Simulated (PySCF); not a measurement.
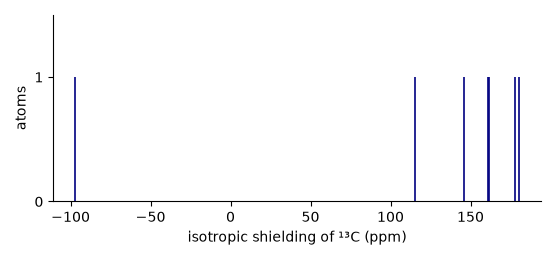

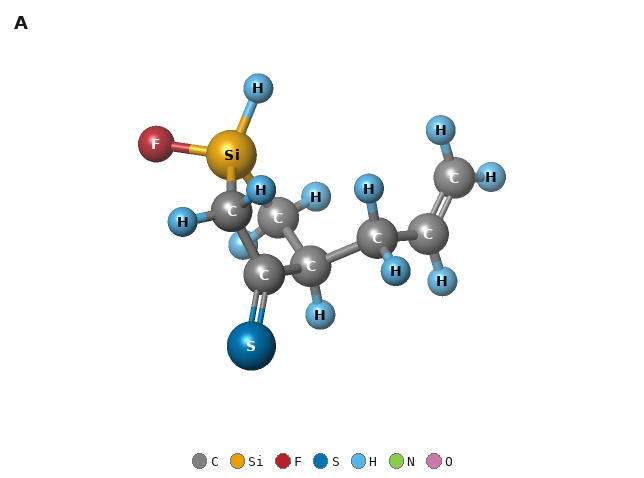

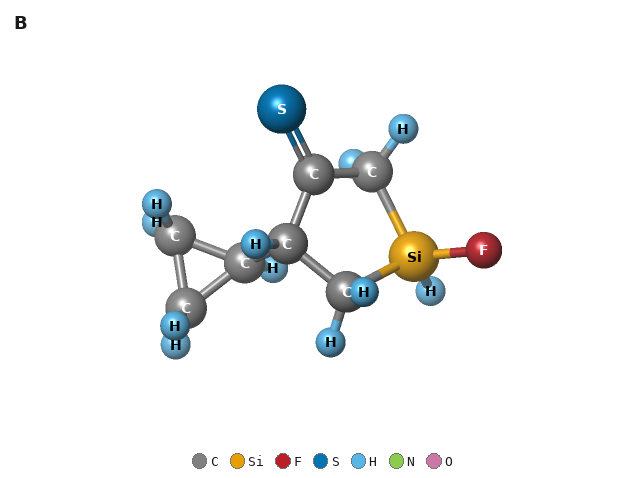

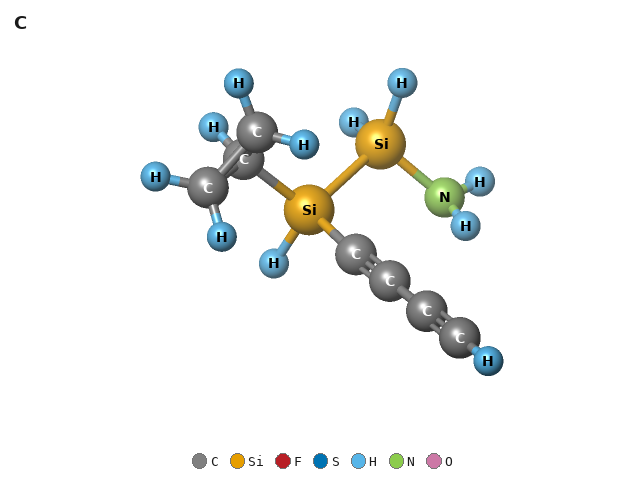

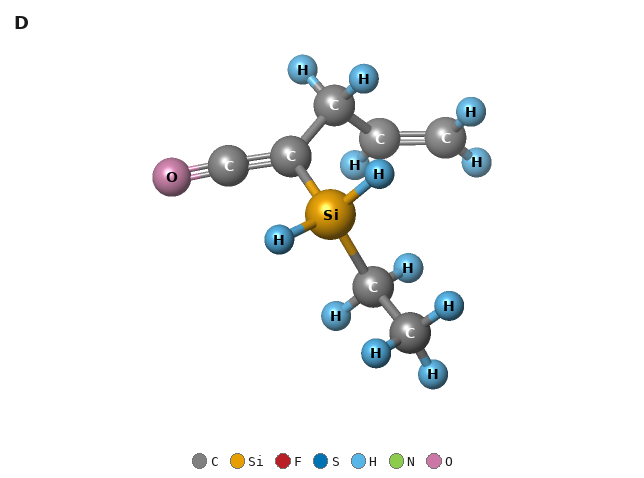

The sticks are computed shieldings of one of the molecules, for one fixed geometry (GFN2-xTB) without averaging over rotations. Low shielding means a high chemical shift. Method: GIAO PBE0/pcSseg-1 NMR shielding, non-relativistic, gas phase (PySCF 2.14.0).

Question: Match the spectrum to a structure.

Answer: B, `F[Si@@H]1CC(=S)[C@@H](C2CC2)C1`. Its 7 C atoms give lines at −97.0, 115.2, 146.0, 160.9, 161.7, 177.6, 180.1 ppm.

The geometry is semi-empirical. Around Si such bond lengths and angles can be off by a tenth of an ångström or more and by several degrees, and values that hang on the shape move with them.
